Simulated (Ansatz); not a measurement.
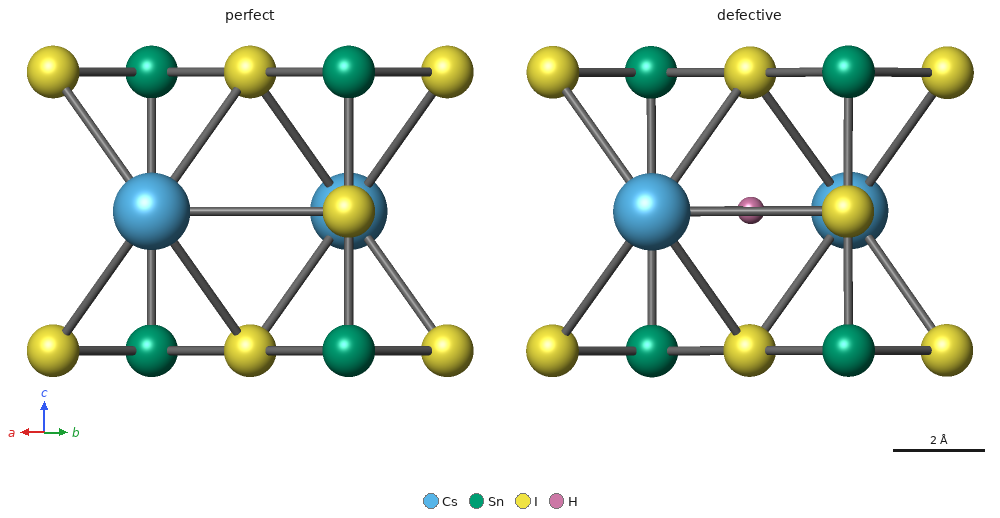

Left: perfect CsSnI3. Right: the same region with one point defect, after relaxing the atoms in a supercell of 40 sites. The picture is a ball-and-stick view of the atoms within 5.4 Å of one point, in a slice 5.0 Å thick across the line of sight, seen along [110].

Theory: Ansatz 0.2.0, DFT, PBEsol, PAW, plane waves. Set-up: plane-wave cutoff 420 eV; k-point mesh 1 × 1 × 1; mesh shifted by (0.25, 0.25, 0.25); collinear spin. Fermi-Dirac smearing of 0.01 eV. The axes drawn are those of the host's conventional cell.

Q: Which defect is it?

A: An extra hydrogen atom is put between the host's atoms (an interstitial).

The charge state of the cell is 0.

Q: How does the lattice respond?

A: The H atom starts with 2 Cs at 3.08 Å, 4 I at 3.08 Å around its place and ends with 4 I at 3.04 to 3.09 Å, 2 Cs at 3.08 to 3.09 Å. Of the host's atoms, a caesium atom moves furthest from its site, by 0.04 Å. The cell's net moment is 1.00 μB.
